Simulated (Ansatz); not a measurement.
Cost and result by functional for the surface energy of the (110) surface of polar orthorhombic HfO2 (a metastable polymorph) in its 1x1 cell (cut with top plane 3 O, bottom plane 3 O), outermost plane spacing 0.15 Å in the ideal cut, in Ansatz (plane waves, PAW). Single points on the PBE structure, on one kind of machine; costs are rough ratios of the slab run's core time (references not counted) to the cheapest single point. r2SCAN's cost holds its higher cutoff (500 against 420 eV). Differences are taken against r2SCAN for comparison alone: no measured value is at hand, so the table doesn't rank accuracy.

Model: 48-atom slab, Hf16O32, 13.2 Å thick at the start, 5x4x1 mesh, Fermi-Dirac 0.025 eV, dipole correction, all atoms relaxed; held to the start's symmetry, so lower structures may exist; no spin, no spin-orbit, no U. These notes are the PBE run's.

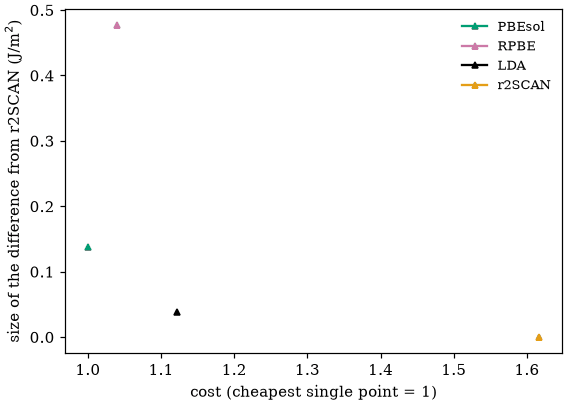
Fig. 1. Difference from r2SCAN against cost

| functional | relative cost | surface energy (J/m²) | less r2SCAN (J/m²) |
|---|---|---|---|
| PBEsol | 1 | 1.60 | -0.14 |
| RPBE | 1 | 1.26 | -0.48 |
| LDA | 1 | 1.77 | 0.04 |
| r2SCAN | 2 | 1.74 | 0.00 |
| PBE (the relaxed run's value) | – | 1.45 | -0.28 |

The values span 0.52 J/m², while the single points' costs differ by a factor of roughly 2. Differences are of unrounded values.

Ansatz is an electronic-structure program.
